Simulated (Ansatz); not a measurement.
# CH2GaO (SMILES [CH2-][Ga+][O-]) (charge −1): what the fields show

Input file:

```
crystal:
  periodic: [false, false, false]
  atoms:
    - {symbol: C, position_ang: [0.485385, 0.945862, 0.259229]}
    - {symbol: Ga, position_ang: [-0.007881, -0.574605, -0.673291]}
    - {symbol: O, position_ang: [-0.162504, -2.007249, -1.567518]}
    - {symbol: H, position_ang: [0.198823, 0.908248, 1.325206]}
    - {symbol: H, position_ang: [0.116147, 1.875794, -0.208404]}
basis:
  gaussian: {orbitals: def2-TZVPD}
total_charge: -1
hamiltonian: {xc: {name: PBE0}}
output: {forces: true, orbitals: {seedname: orbitals}}
```

Launched as:

```sh
ansatz run input.yaml --threads 2 --pin off --max-ram 4350MiB --events-out events.jsonl --progress --plain --runs-dir runs
```

Geometry: r2SCAN-D4/def2-SVPD.

Method: isolated molecule in a Gaussian basis; Kohn-Sham density functional theory, functional PBE0 in Ansatz 0.2.0.

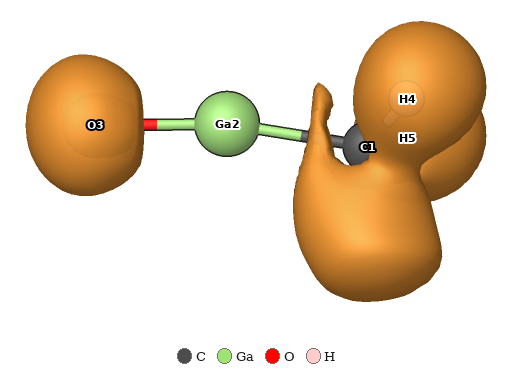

Figure 1. Isosurface of the electron localisation function at 0.75 (orange), seen from one side. Core shells and regions of very low density are left out.

Q: Where are the electrons localised?

A: At this value the surface marks out one region wrapped around O (its valence shell) and one joined region spread over several atoms (C, H), in which their bonds and any lone pairs are merged. Profiles from the grid: Ga–O (1.70 Å): the ELF peaks at about 0.80 in the valence shell of O, 0.6 Å from its nucleus, and is about 0.25 at the midpoint. C–Ga (1.85 Å): the ELF peaks at about 0.85 in the valence shell of C, 0.7 Å from its nucleus, and is about 0.45 at the midpoint.

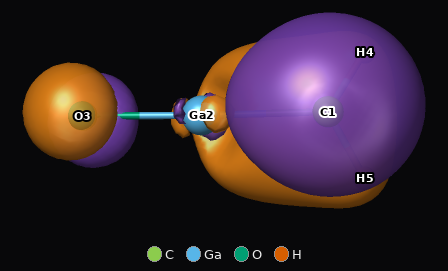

Figure 2. The HOMO at ±0.1 Å⁻³ᐟ² (orange and purple are the two phases), seen across its widest extent.

Q: Where does this orbital lie, and at what energy?

A: By Hirshfeld shares it lies mainly on C1 (about 55 %), Ga2 (about 20 %) and O3 (about 10 %). Its energy is −0.48 eV.

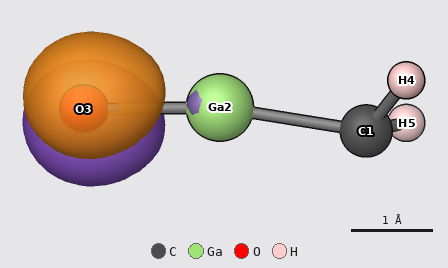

Figure 3. The HOMO−1 at ±0.2 Å⁻³ᐟ² (orange and purple are the two phases), seen from one side.

Q: Where does this orbital lie, and at what energy?

A: It lies mainly on O3 (about 80 %) and Ga2 (about 20 %). Its energy is −2.06 eV.
